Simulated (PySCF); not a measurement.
**Two attempts at CH7B2NS (SMILES BNBSC)**

Wanted: energy and forces of CH7B2NS, B97M-D3(BJ)/6-31G** (density fitting with def2-universal-jkfit, spherical functions).

The results are computed with PySCF 2.14.0.

6 further runs of the same task are left out: 2 that didn't finish, 4 set aside as unsound or not needed.

## Step 1: The structure to begin with

CH7B2NS: 12 atoms, total charge 0, spin state singlet. As SMILES, `BNBSC`. The coordinates come from a GFN2-xTB relaxation. This is one conformer, not always the lowest.

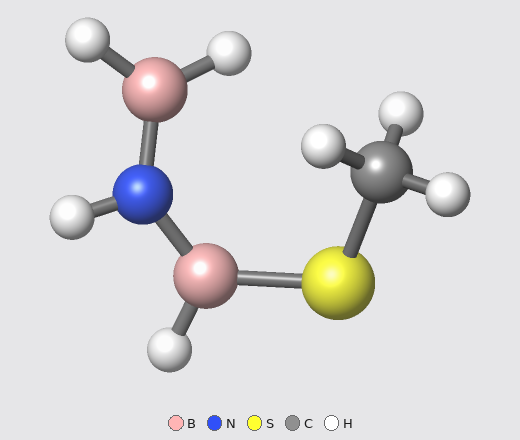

Viewed from a chosen angle; boron pink, nitrogen blue, sulfur yellow, carbon grey, hydrogen white.

## Step 2: First attempt

Contents of mol.xyz:

```xyz
12

B      0.355170     0.969850     1.346400
N     -0.910410     0.531670     0.930260
B     -1.467160     0.189130    -0.338180
S     -0.637160    -0.571940    -1.707050
C      1.049390    -1.027430    -1.170810
H      1.210320     1.147460     0.569630
H      0.522230     1.193850     2.485620
H     -1.618060     0.573480     1.651600
H     -2.612880     0.359360    -0.524120
H      1.322240    -1.915270    -1.732410
H      1.733770    -0.219280    -1.405050
H      1.052550    -1.230890    -0.105880
```

Contents of input.py:

```python
# BNBSC
import pyscf.grad
from pyscf import gto, dft
from pyscf.pbc.tools.pyscf_ase import PySCF, ase_atoms_to_pyscf
from ase.io import read

atoms = read('mol.xyz')

mol = gto.M(
    atom=ase_atoms_to_pyscf(atoms),
    spin=1,
    charge=0,
    max_memory=1860,
    basis='6-31g**',
    verbose=3,
)

mf = dft.RKS(mol)
mf.xc = 'b97m-d3bj'
mf = mf.density_fit(auxbasis='def2-universal-jkfit')
atoms.calc = PySCF(method=mf)

e_ev = atoms.get_potential_energy()
print('energy %.6f eV' % e_ev)
forces = atoms.get_forces()
print('forces (eV/A)')
print(forces.round(5))
print('dipole (e A)', atoms.get_dipole_moment().round(5))
```

The run is started by

```
$ OMP_NUM_THREADS=1 python input.py
```

The log of the run:

```text
RuntimeError: Electron number 46 and spin 1 are not consistent
Note mol.spin = 2S = Nalpha - Nbeta, not 2S+1
```

It took 4.8 s on 1 thread of Intel Xeon at 2.50GHz (Skylake/Cascade Lake), shared host; peak memory 0.11 GiB.

## Step 3: Diagnosis

The input was rejected.

The telling line is `RuntimeError: Electron number 46 and spin 1 are not consistent`. What is wrong: the electron count doesn't fit the spin or reference typed: an even count needs an odd multiplicity, an odd count an even one. To mend it: multiplicity 1 in place of 2.

## Step 4: Second attempt

mol.xyz is that of step 2.

Contents of run.py:

```python
import pyscf.grad
from pyscf import gto, dft
from pyscf.pbc.tools.pyscf_ase import PySCF, ase_atoms_to_pyscf
from ase.io import read

atoms = read('mol.xyz')

molecule = gto.M(
    atom=ase_atoms_to_pyscf(atoms),
    spin=0,
    max_memory=1860,
    verbose=3,
    basis='6-31g**',
)

mf = dft.RKS(molecule, xc='b97m-d3bj')
mf = mf.density_fit(auxbasis='def2-universal-jkfit')
atoms.calc = PySCF(method=mf)

e_ev = atoms.get_potential_energy()
print('energy %.6f eV' % e_ev)
forces = atoms.get_forces()
print('forces (eV/A)')
print(forces.round(5))
print('dipole (e A)', atoms.get_dipole_moment().round(5))
```

The run is started by

```
$ OMP_NUM_THREADS=1 python run.py
```

The log of the run:

```text
converged SCF energy = -545.14550288331
energy -14834.164716 eV
converged SCF energy = -545.145502883159
--------------- DFRKS_Scanner gradients ---------------
         x                y                z
0 B     0.0054395289     0.0018128891     0.0021504785
1 N     0.0057512861     0.0009919005    -0.0061242961
2 B    -0.0096196744     0.0010471713    -0.0004316142
3 S    -0.0032170905     0.0028215697     0.0035829162
4 C     0.0064390184    -0.0046259637     0.0029550164
5 H    -0.0076921671    -0.0000185426     0.0077925155
6 H    -0.0014948711    -0.0029040502    -0.0100272217
7 H    -0.0017529486    -0.0002096717     0.0010499738
8 H     0.0096149589    -0.0011542777     0.0020223302
9 H    -0.0003046259     0.0000671985    -0.0012868368
10 H    -0.0012406158     0.0014527210    -0.0019619579
11 H    -0.0020193069     0.0008742154     0.0002040807
----------------------------------------------
forces (eV/A)
[[-0.27971 -0.09322 -0.11058]
 [-0.29574 -0.05101  0.31492]
 [ 0.49466 -0.05385  0.02219]
 [ 0.16543 -0.14509 -0.18424]
 [-0.33111  0.23788 -0.15195]
 [ 0.39555  0.00095 -0.40071]
 [ 0.07687  0.14933  0.51562]
 [ 0.09014  0.01078 -0.05399]
 [-0.49442  0.05936 -0.10399]
 [ 0.01566 -0.00346  0.06617]
 [ 0.0638  -0.0747   0.10089]
 [ 0.10384 -0.04495 -0.01049]]
converged SCF energy = -545.145502883349
Dipole moment(X, Y, Z, Debye):  0.31278, -0.41279,  1.16031
dipole (e A) [ 0.06512 -0.08594  0.24157]
```

Wall time 2.3 min (1 thread of Intel Xeon at 2.50GHz (Skylake/Cascade Lake), shared host); peak memory 1 GiB.

## Step 5: What came out

At B97M-D3(BJ)/6-31G** (density fitting with def2-universal-jkfit, spherical functions):

| quantity | value |
| --- | --- |
| total energy | -545.14550 Eh |
| dipole moment | 1.27 D |
| HOMO energy | -6.46 eV |
| LUMO energy | -1.44 eV |
| HOMO–LUMO gap | 5.02 eV |
| dispersion energy | -66.24 kJ/mol |
| largest force on an atom | 0.563 eV/Å |

**Reading.** Mulliken charges run from -0.49 on C5 to +0.27 on H8. The largest force is 0.56 eV/Å: the shape isn't a stationary point for this species at this level.
